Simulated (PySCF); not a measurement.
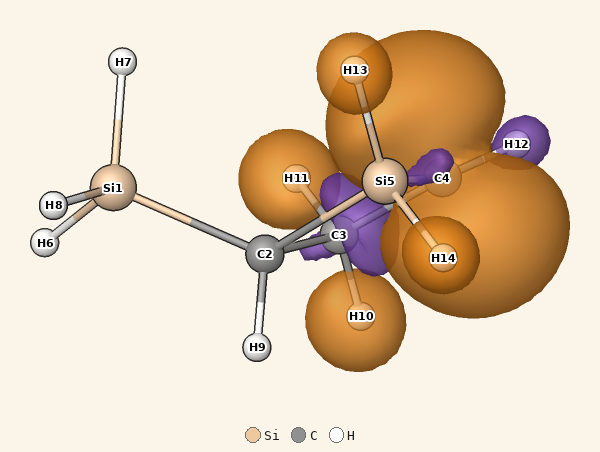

The picture shows: C$_{3}$H$_{9}$Si$_{2}$ (doublet). Isosurfaces of the spin density (α minus β) at +0.015 (orange) and −0.015 e/Å³ (purple), seen from one side.

Geometry: GFN2-xTB.

All numbers below come from PySCF, UKS B3LYP, pcH-1 on C H Si, non-relativistic, mean-field spin-orbit, GIAO.

| atom | x (Å) | y (Å) | z (Å) |
| --- | --- | --- | --- |
| Si | 1.9281 | 0.4157 | 0.0182 |
| C | 0.1638 | 0.1414 | -0.5984 |
| C | -0.4451 | -1.2266 | -0.2079 |
| C | -1.6617 | -0.7410 | 0.4879 |
| Si | -1.3052 | 1.0599 | 0.2538 |
| H | 2.8322 | -0.5724 | -0.5830 |
| H | 1.9703 | 0.2512 | 1.4744 |
| H | 2.3768 | 1.7620 | -0.3432 |
| H | 0.1447 | 0.2741 | -1.6818 |
| H | -0.6651 | -1.8682 | -1.0690 |
| H | 0.1999 | -1.8219 | 0.4510 |
| H | -2.3768 | -1.3796 | 0.9811 |
| H | -0.9844 | 1.8714 | 1.4324 |
| H | -2.1780 | 1.8335 | -0.6378 |

**Which atoms carry the spin?**

The unpaired spin (1 electron) lies mostly on C4 (about 0.7) and Si5 (about 0.1), in electrons by Hirshfeld's partition.
